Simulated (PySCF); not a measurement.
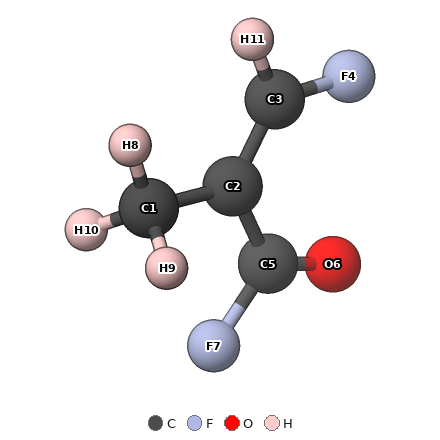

C₄H₄F₂O, SMILES C/C(=C/F)C(=O)F. Vertical core-electron binding energies by ΔSCF (SCAN, pcX-2 on the ionised atom, pcseg-1 elsewhere, spin-free X2C; PySCF, at a GFN2-xTB geometry (no frequency check)), gas phase, against the vacuum level. One atom of each kind was ionised; within a panel, areas follow the number of like atoms, Gaussians of 0.4 eV full width. Only the regions named are shown. Lines closer than the width merge in the curve.

Q: Predict the C 1s photoelectron lines.

A:
```tsv
level	atoms	binding energy (eV)
C 1s	C5	295.6
C 1s	C3	293.7
C 1s	C2	291.9
C 1s	C1	291.6
```

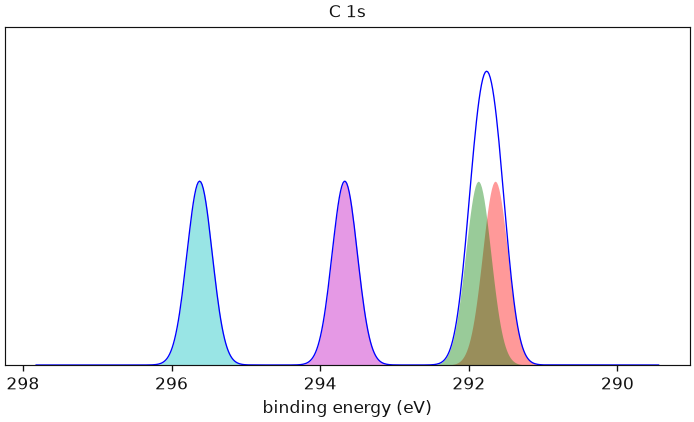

Note: one conformer of a flexible molecule; the tight-binding geometry is rougher than a DFT one and adds to the error.
